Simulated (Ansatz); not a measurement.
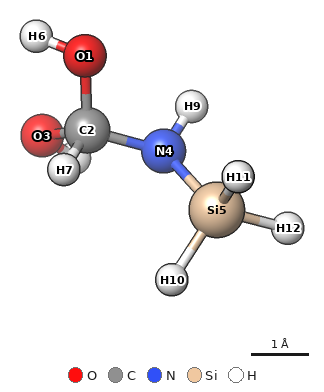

This is the input geometry for a relaxation of CH₇NO₂Si. A ball-and-stick model, seen from a free direction.

The start comes from PBE-D4/def2-SVP.

All numbers below come from RKS PBE0-D4/def2-TZVP (Ansatz).

The input:
```yaml
crystal:
  periodic: [false, false, false]
  atoms:
    - {symbol: O, position_ang: [-1.681219, -0.835018, 0.706803]}
    - {symbol: C, position_ang: [-0.401645, -0.913059, 0.121692]}
    - {symbol: O, position_ang: [-0.407656, -1.952728, -0.838524]}
    - {symbol: N, position_ang: [-0.070632, 0.352908, -0.468687]}
    - {symbol: Si, position_ang: [1.062143, 1.496345, 0.246600]}
    - {symbol: H, position_ang: [-2.047929, -1.738930, 0.656822]}
    - {symbol: H, position_ang: [0.369350, -1.158844, 0.899458]}
    - {symbol: H, position_ang: [-0.075685, -1.545394, -1.659655]}
    - {symbol: H, position_ang: [-0.904544, 0.756063, -0.915612]}
    - {symbol: H, position_ang: [2.332511, 0.753461, 0.552220]}
    - {symbol: H, position_ang: [0.593425, 2.167874, 1.516008]}
    - {symbol: H, position_ang: [1.308783, 2.562323, -0.783125]}
basis:
  gaussian: {orbitals: def2-TZVP}
hamiltonian: {xc: pbe0, dispersion: d4}
relax: {f_tol: 0.005, max_steps: 150}
```

Run as
```bash
ansatz run in.yaml --threads 4 --pin off --events-out ev --progress --plain --max-ram 10444MiB
```

Question: Where does the relaxation end?

Answer: The energy falls by 8.06 kJ/mol in 17 accepted moves (20 points after the start). The largest force component goes from 0.79 to 0.0025 eV/Å. The line search rejected the trial steps at points 3, 6, 8 of the run. The largest move after the best rigid fit is that of O3, 0.37 Å. Largest moves by element: O 0.37 Å, H 0.33 Å, C 0.11 Å, Si 0.08 Å, N 0.06 Å. Among the contacts that change: N4–Si5 1.761 → 1.730 Å, Si5–H11 1.511 → 1.489 Å, C2–H7 1.122 → 1.103 Å, Si5–H12 1.502 → 1.485 Å. Among the angles between lasting bonds that change: O1–C2–O3 108.6° → 106.2°, C2–O3–H8 105.3° → 107.4°, C2–O1–H6 105.6° → 107.6°. Groups turn about C2–O3 by about 45°.

The structure at the end:

```xyz
12

O    -1.5329   -0.7813    0.8223
C    -0.3975   -0.8754    0.0198
O    -0.7086   -1.8009   -0.9907
N    -0.0574    0.3935   -0.5139
Si    0.9996    1.5012    0.2918
H    -1.8822   -1.6710    0.9377
H     0.4616   -1.2383    0.6088
H     0.0263   -1.8076   -1.6110
H    -0.8282    0.7746   -1.0485
H     2.1902    0.7263    0.7272
H     0.4253    2.1813    1.4860
H     1.3807    2.5425   -0.6954
```

The end point in the same view:

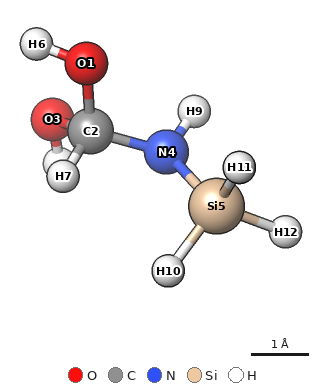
